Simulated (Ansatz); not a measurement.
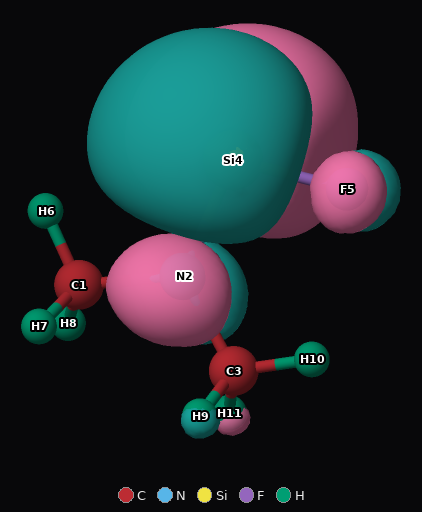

C₂H₆FNSi (SMILES CN(C)[Si]F). One frontier orbital at ±0.08 Å⁻³ᐟ² (teal and pink are the two phases), seen at a tilt.

Geometry: PBE0-D4/def2-TZVP.

These are results of RKS PBE0-D4/def2-TZVPP (Ansatz), not measurements.

The calculation's input:

```
crystal:
  periodic: [false, false, false]
  atoms:
    - {symbol: C, position_ang: [-0.641466, 0.674471, 1.040116]}
    - {symbol: N, position_ang: [0.015966, 0.299275, -0.191991]}
    - {symbol: C, position_ang: [0.399363, -1.092821, -0.247498]}
    - {symbol: Si, position_ang: [0.251151, 1.499197, -1.386869]}
    - {symbol: F, position_ang: [0.997924, 0.618108, -2.530831]}
    - {symbol: H, position_ang: [-0.904583, 1.736107, 1.017972]}
    - {symbol: H, position_ang: [0.009798, 0.502679, 1.905090]}
    - {symbol: H, position_ang: [-1.561984, 0.098166, 1.189645]}
    - {symbol: H, position_ang: [1.089231, -1.339170, 0.568477]}
    - {symbol: H, position_ang: [0.888640, -1.310473, -1.195632]}
    - {symbol: H, position_ang: [-0.478439, -1.742438, -0.147975]}
basis:
  gaussian: {orbitals: def2-TZVPP}
hamiltonian: {xc: pbe0, dispersion: d4}
output: {orbitals: {seedname: orbitals}}
```

Run with:

```sh
ansatz run in.yaml --threads 4 --pin off --events-out ev --progress --plain --max-ram 10444MiB
```

Q: Which orbital is it: HOMO or LUMO?

A: The LUMO, at −1.07 eV. By Hirshfeld shares it lies mainly on Si4 (about 75 %) and N2 (about 10 %).
